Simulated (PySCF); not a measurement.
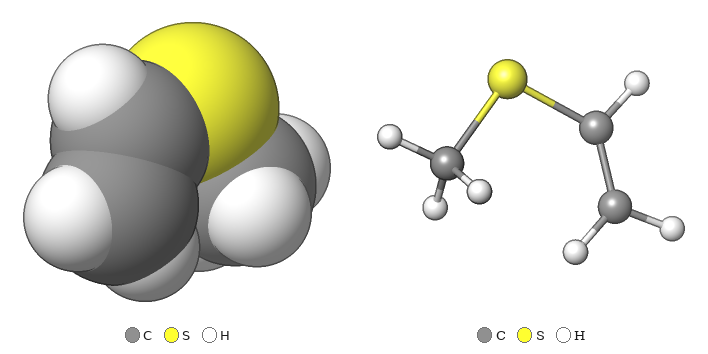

The same structure drawn twice, from different directions.

Computed geometry: GFN2-xTB optimisation. No frequency run is at hand to confirm it as a minimum.

Identify the structure.

Formula C₃H₆S. As SMILES it reads `C=CSC`. It has no ring. Among its groups: alkene, thioether. Coordination: 2 C trigonal planar; 1 S bent; 1 C tetrahedral.

More results for the same structure follow; atom numbers are the same in all pictures, views and colours differ.

### Electronic properties

No frequency run is at hand to confirm it as a minimum. Properties computed with CAM-B3LYP/def2-SVPD, gas phase (PySCF 2.14.0). Excitations: vertical, linear response.

What does the calculation give?

- dipole moment: 1.23 D
- HOMO energy (Kohn–Sham orbital): −7.51 eV
- LUMO energy (Kohn–Sham orbital): 1.17 eV
- HOMO–LUMO gap: 8.69 eV
- mean static polarisability: 59.2 bohr³
- lowest vertical singlet excitation: 5.49 eV
- its oscillator strength: 0.001
- brightest of the 8 lowest singlets: 5.92 eV
- its oscillator strength: 0.27

### NMR shielding

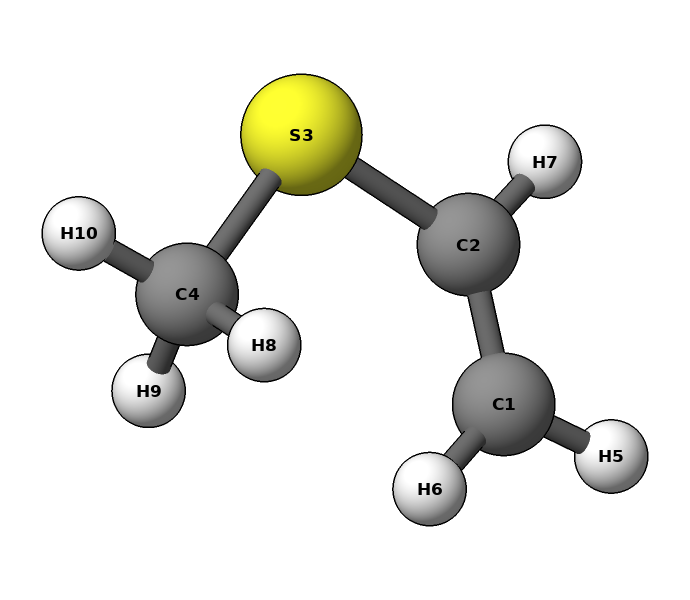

The questions are on isotropic NMR shieldings of the C atoms. No frequency run is at hand to confirm it as a minimum. Level of theory: GIAO PBE0/pcSseg-1 NMR shielding, non-relativistic, gas phase (PySCF 2.14.0).

List the isotropic NMR shieldings of the C atoms.

| atom | σ (ppm) |
| --- | --- |
| C1 | 77.7 |
| C2 | 43.2 |
| C4 | 169.8 |

### Bond orders

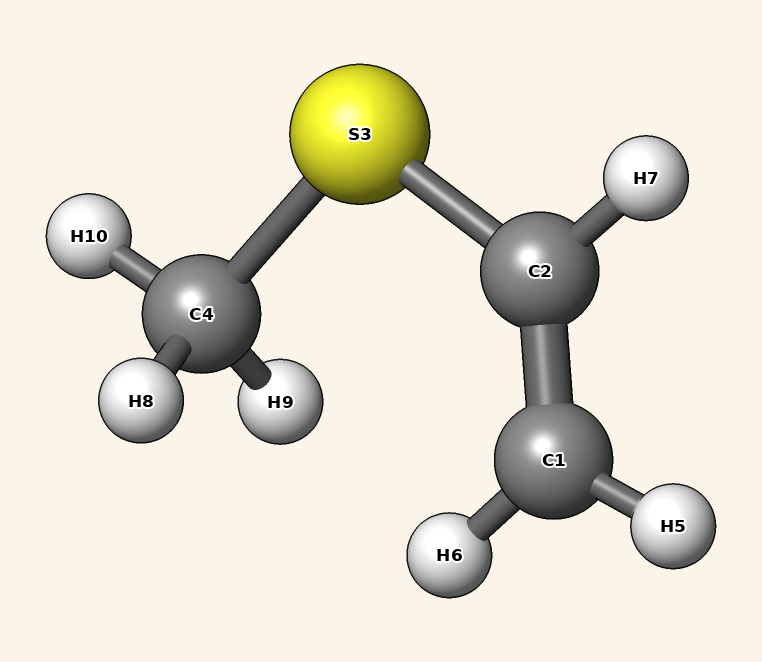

The thickness of each stick grows with its Mayer bond order. No frequency run is at hand to confirm it as a minimum. Level of theory: PBE0/pcSseg-1 (PySCF 2.14.0).

Question: Which bond has the highest Mayer bond order?

Answer: C1–C2, 1.89, at a length of 1.323 Å.

List the Mayer bond orders of C1–C2, C1–H5, C1–H6, C2–S3, C2–H7, S3–C4, C4–H8, C4–H9, C4–H10. Atoms whose distances differ by more than 0.02 Å in this geometry are listed apart.

| bond | Mayer order | length (Å) |
| --- | --- | --- |
| C1–C2 | 1.89 | 1.323 |
| C1–H5 | 0.95 | 1.076 |
| C1–H6 | 0.95 | 1.075 |
| C2–S3 | 1.08 | 1.749 |
| C2–H7 | 0.94 | 1.079 |
| S3–C4 | 1.01 | 1.815 |
| C4–H8 | 0.94 | 1.086 |
| C4–H9 | 0.94 | 1.086 |
| C4–H10 | 0.96 | 1.085 |
